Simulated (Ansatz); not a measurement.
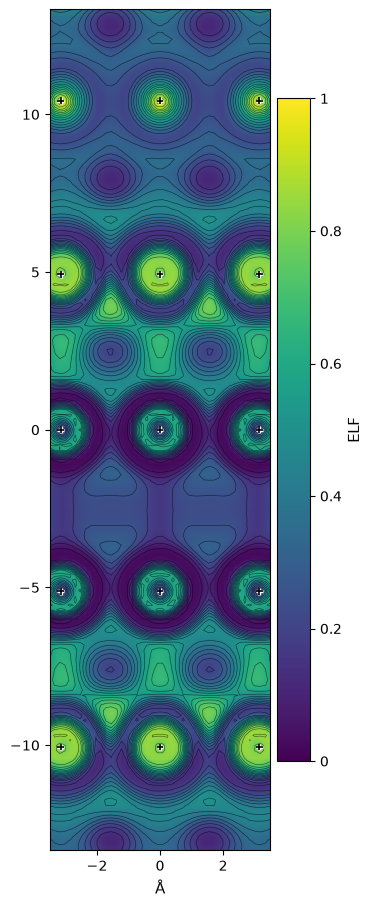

The ELF on a plane through atoms (crosses mark nuclei in the plane).

Computed with DFT PBE, scalar-relativistic, plane waves, PAW in Ansatz.

Candidates:
A. Na₂Hf₂Cd, a = 3.15 Å, b = 3.15 Å, c = 25.98 Å, α = 90.00°, β = 90.00°, γ = 90.00°. Space group I4/mmm; a structure from a database of computed crystals, not necessarily the ambient phase; a generated structure, not necessarily the stable one.
B. Ag₃Sb₂, a = 4.90 Å, b = 5.04 Å, c = 5.56 Å, α = 91.89°, β = 90.24°, γ = 118.99°. Space group P-1; a generated structure, not necessarily the stable one; computed without spin polarisation.
C. CrSiS, a = 2.88 Å, b = 2.88 Å, c = 4.95 Å, α = 90.00°, β = 90.00°, γ = 90.00°. Space group P4mm; a generated structure, not necessarily the stable one; computed without spin polarisation.

> Which system is this?

Candidate A: Na₂Hf₂Cd on the (100) plane of the conventional cell, which holds Na, Hf and Cd. Na–Na (3.15 Å): the ELF is about 0.10 at the midpoint: no shared electron pair shows on this line. Cd–Cd (3.15 Å): the ELF is about 0.25 at the midpoint; no shared electron pair shows on this line.
